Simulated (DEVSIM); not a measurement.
Device: abrupt Si p-n junction, at 300 K.

```
layer (left to right)  material  thickness (μm)  Nd (cm⁻³)  Na (cm⁻³)  τn (s)  τp (s)
---------------------  --------  --------------  ---------  ---------  ------  ------
1                            Si            41.0          -     9.2e16  1.1e-6  1.1e-6
2                            Si           0.660     2.1e16          -  1.1e-6  1.1e-6
```

Left contact: ohmic. Right contact: ohmic. Voltage is applied to the left contact. Recombination: SRH at mid-gap, radiative. Mobility is μmin + (μ − μmin)/(1 + (N/Nref)^α).

Constants are typed, rounded textbook-type inputs, not results; the design itself was drawn at random and stands for no fabricated device. Values at 300 K.

```csv
parameter,Si
gap (eV),1.124
affinity (eV),4.05
permittivity,11.7
Nc (cm⁻³),2.86e19
Nv (cm⁻³),3.1e19
μn (cm²/Vs),1417
μp (cm²/Vs),470
"μn,min",52
"μp,min",45
"Nref,n",9.7e16
"Nref,p",2.2e17
αn,0.68
αp,0.72
B (cm³/s),4.7e-15
```

Model (solved in DEVSIM): 1D drift-diffusion, Boltzmann statistics, complete ionisation; no tunnelling, impact ionisation, image-force lowering or self-heating.

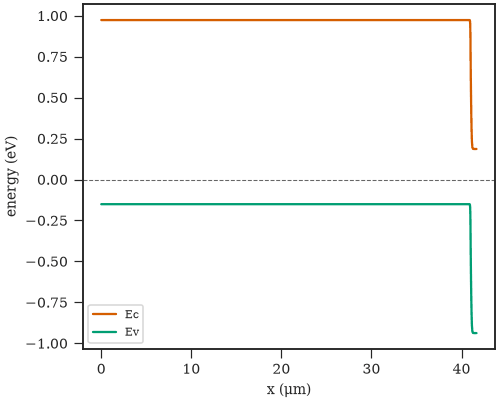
Figure: Band edges at zero bias

Energies count from the Fermi level of the right contact; mesh points crowd at the junctions.

```csv
x (μm),Ec (eV),Ev (eV),n (cm⁻³),p (cm⁻³),field (V/cm)
0.000,0.974,-0.150,1300,9.2e16,≈ 0
0.03254,0.974,-0.150,1300,9.2e16,≈ 0
0.1038,0.974,-0.150,1300,9.2e16,≈ 0
0.2770,0.974,-0.150,1300,9.2e16,≈ 0
0.8811,0.974,-0.150,1300,9.2e16,≈ 0
2.022,0.974,-0.150,1300,9.2e16,≈ 0
4.792,0.974,-0.150,1300,9.2e16,≈ 0
14.46,0.974,-0.150,1300,9.2e16,≈ 0
28.44,0.974,-0.150,1300,9.2e16,≈ 0
35.46,0.974,-0.150,1300,9.2e16,≈ 0
38.66,0.974,-0.150,1300,9.2e16,≈ 0
40.24,0.974,-0.150,1300,9.2e16,≈ 0
40.69,0.974,-0.150,1300,9.2e16,≈ 0
40.88,0.974,-0.150,1300,9.2e16,-36
40.98,0.917,-0.207,11000,1.0e16,-31000
41.00,0.790,-0.334,1500000,7.6e13,-61000
41.04,0.594,-0.530,3.0e9,3.9e10,-50000
41.11,0.318,-0.806,1.3e14,900000,-26000
41.36,0.187,-0.937,2.1e16,5500,-19
41.53,0.187,-0.937,2.1e16,5500,≈ 0
41.62,0.187,-0.937,2.1e16,5500,≈ 0
41.66,0.187,-0.937,2.1e16,5500,≈ 0
```
